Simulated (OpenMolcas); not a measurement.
**Mo³⁺ among point charges: CASSCF and CASPT2 levels and susceptibility**

Aim: the splitting of the states of Mo³⁺ in the field of 6 point charges, its lowest levels with spin-orbit coupling and its magnetic susceptibility.

Program: OpenMolcas 26.06. Level of theory: state-averaged CASSCF and CASPT2, spin-orbit coupling by RASSI with atomic mean-field integrals. These are calculated values, not measurements, unless marked.

## Step 1: The system

```
Species                           : Mo³⁺ (molybdenum, Z = 42, 39 electrons)
Basis                             : ANO-RCC-VDZP [6s5p3d1f], 43 functions
Scalar Hamiltonian                : DKH2, point nucleus
Inactive shells                   : 1s 2s 2p 3s 3p 3d 4s 4p
Active space                      : 3 electrons in 5 orbitals (4d)
Some configurations of this space : 4d3
Orbitals                          : optimised for each spin and parity, averaged over all roots
```

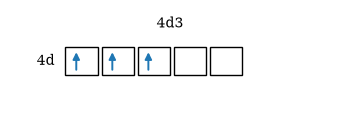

Outer shells as boxes.

The ion sits among 6 point charges of -1.5 e arranged as an octahedron (Oh), 1.92 Å from the ion.

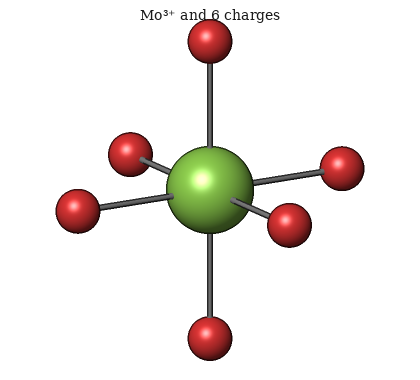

The ion and the point charges (red).

Each step is its own input file, run in one work folder so that later steps find the files of earlier ones. Labels, J, g values, rates, χT and fits are worked out afterwards by a script from the matrices that RASSI stores. The input lists half of the charges; inversion (Group=XYZ) makes the rest.

## Step 2: GATEWAY and SEWARD: basis and integrals

The input, a.inp:

```
&GATEWAY
Coord
1

Mo 0.0 0.0 0.0
Basis=ANO-RCC-VDZP
Group=XYZ
NoMove
AngMom=0.0 0.0 0.0
AMFI
XField
3 Angstrom 0
1.920000 0.000000 0.000000 -1.500000
0.000000 1.920000 0.000000 -1.500000
0.000000 0.000000 1.920000 -1.500000
&SEWARD
```

Launch:

```console
$ OMP_NUM_THREADS=1 MOLCAS_MEM=1689 MOLCAS_PROJECT=a pymolcas a.inp > a.log
```

## Step 3: CASSCF: quartets of even parity, 10 roots

The input, a.inp:

```
&RASSCF
FileOrb=start.orb
Symmetry=1
Spin=4
nActEl=3 0 0
Inactive=9 9
Ras2=5 0
CIRoot=10 10 1
SDav=10
CIMx=300
Iter=120 100
PrWF=0.3
OrbListing=Nothing
MaxOrb=0
>>> COPY $Project.JobIph JOB001
```

start.orb holds the contracted functions of the basis, ordered by shell, or the orbitals of the step before.

## Step 4: Reference wave functions, doublets of even parity, 40 roots

The input, a.inp:

```
&RASSCF
FileOrb=start.orb
Symmetry=1
Spin=2
nActEl=3 0 0
Inactive=9 9
Ras2=5 0
CIRoot=40 40 1
SDav=40
CIMx=300
Iter=120 100
PrWF=0.3
OrbListing=Nothing
MaxOrb=0
>>> COPY $Project.JobIph JOB002
```

## Step 5: State interaction with spin-orbit coupling

The input, a.inp:

```
&RASSI
NrOfJobIphs=2 10 40
1 2 3 4 5 6 7 8 9 10
1 2 3 4 5 6 7 8 9 10 11 12 13 14 15 16 17 18 19 20 21 22 23 24 25 26 27
28 29 30 31 32 33 34 35 36 37 38 39 40
IphNames
JOB001
JOB002
EJob
SpinOrbit
DIPRint=1.0
SOCoupling=1000.0
Subsets=2
Property=9
'ANGMOM' 1 'ANGMOM' 2 'ANGMOM' 3 'MLTPL  1' 1 'MLTPL  1' 2 'MLTPL  1' 3
'AMFI' 1 'AMFI' 2 'AMFI' 3
SOProperty=3
'ANGMOM' 1 'ANGMOM' 2 'ANGMOM' 3
```

## Step 6: CASPT2: IPEA 0.25, imaginary shift 0.1 (closed shells correlated: 4s 4p)

The input, a.inp:

```
>>> COPY JOB001 $Project.JobIph
&CASPT2
Multistate=10 1 2 3 4 5 6 7 8 9 10
NoMult
Frozen=8 6
IPEA=0.25
Imaginary=0.1
MaxIter=60
WThr=0.0 0.3 0.05
PrWF=0.5
NoMix
>>> COPY JOB002 $Project.JobIph
&CASPT2
Multistate=40 1 2 3 4 5 6 7 8 9 10 11 12 13 14 15 16 17 18 19 20 21 22
23 24 25 26 27 28 29 30 31 32 33 34 35 36 37 38 39 40
NoMult
Frozen=8 6
IPEA=0.25
Imaginary=0.1
MaxIter=60
WThr=0.0 0.3 0.05
PrWF=0.5
NoMix
```

(Steps that only read results are left out.)

Q: Predict the outcome of this session. Wanted: spin-free ground state; first state of the same spin within the active space; lowest level; next level.

The runs gave:

```
                                            quantity                                                                        value
                                              method  SS-CASPT2, IPEA 0.25, imaginary shift 0.1 (closed shells correlated: 4s 4p)
                              spin-free ground state                                              4A2, 1-fold in its orbital part
first state of the same spin within the active space                                                            4T2 at 13700 cm⁻¹
                                        lowest level                                                                    4-fold Γ8
                                          next level                                                                 11997.7 cm⁻¹
                                         χT at 300 K                                                               1.63 cm³ K/mol
                           effective moment at 300 K                                                                      3.61 μB
```

Cost by method:

```tsv
method	time of its own steps	time with the reference
A. CASSCF	13 s	13 s
B. SS-CASPT2, IPEA 0.25, imaginary shift 0.1, +4s 4p	4.4 s	18 s
```

Times are of one thread on a shared host.

What this shows: The spin-free ground state (4A2) comes to 100 % from free-ion F terms and keeps the highest spin of the shell. χT at 300 K is 1.63, against 1.88 cm³ K/mol for the spin alone, so spin-orbit coupling lowers it. CASPT2 does not keep the components of a term degenerate, and the means are used. The field of point charges can differ much from that of real complexes. Point charges carry no covalency, so the field is a model and not that of real ligands.
